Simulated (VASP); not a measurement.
Band structure of AlP (zinc blende). These are vdW-DF2, VASP's PBE PAW potentials (set 64) (plane waves; VASP) values and carry that method's errors.

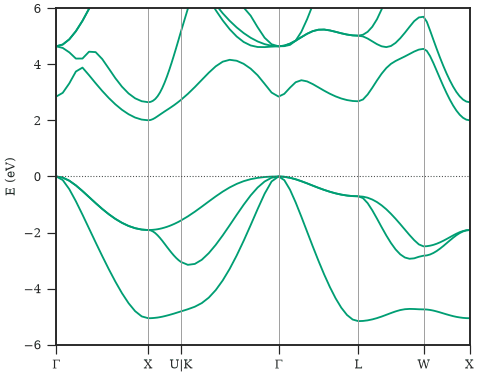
Bands along high-symmetry lines, zero at the valence-band maximum or, without a gap, the Fermi level

Task: Read the plot: is there a gap, and where are the band edges?

Result: The gap is indirect, 2.00 eV, from the valence maximum at Γ to the conduction minimum at X. (Edges off the drawn lines would not show.)

Measured: gap 2.54 eV (computed value off by -0.54 eV), as given by Wei Chen et al., Physical Review Materials (2018), doi:10.1103/physrevmaterials.2.073803 [zero-point renormalisation of 0.02 eV added back (the table's ZPR column)].

The compound is AlP in the zinc blende structure. It was relaxed first, which changed the volume by +6 %.
